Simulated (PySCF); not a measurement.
Molecule: C₆H₇FGe, SMILES [c]1([GeH3])cc(F)ccc1. Atoms near the plane z = 1.2 Å, at the GFN2-xTB optimised geometry (x, y, z in Å): F1 (-2.0, -2.3, 0.0), C2 (-1.4, -1.1, 0.0), C3 (-2.1, 0.1, 0.0), C4 (-1.4, 1.3, 0.0), C5 (0.0, 1.3, 0.0), C6 (0.7, 0.1, 0.0), Ge7 (2.6, 0.1, 0.0), C8 (0.0, -1.1, 0.0), H9 (-3.2, 0.1, 0.0), H10 (-2.0, 2.2, 0.0), H11 (0.5, 2.3, 0.0), H13 (3.2, -0.6, 1.2), H14 (3.1, 1.6, 0.0), H15 (0.5, -2.0, 0.0).

Method: CAM-B3LYP/def2-TZVP run with PySCF. The values are rescaled to run from 0 to 1.

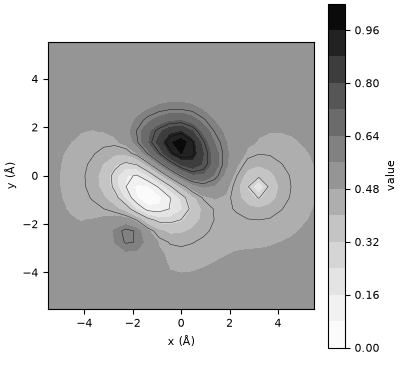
Fig. 1. a field on the plane z = 1.2 Å.

**Question.** Which quantity is mapped?
(A) an orbital amplitude
(B) deformation density (molecule minus spherical neutral atoms)
(C) Laplacian of the electron density
(D) electron localisation function

**Answer.** A, an orbital amplitude. In full: HOMO amplitude (bohr^(-3/2)).
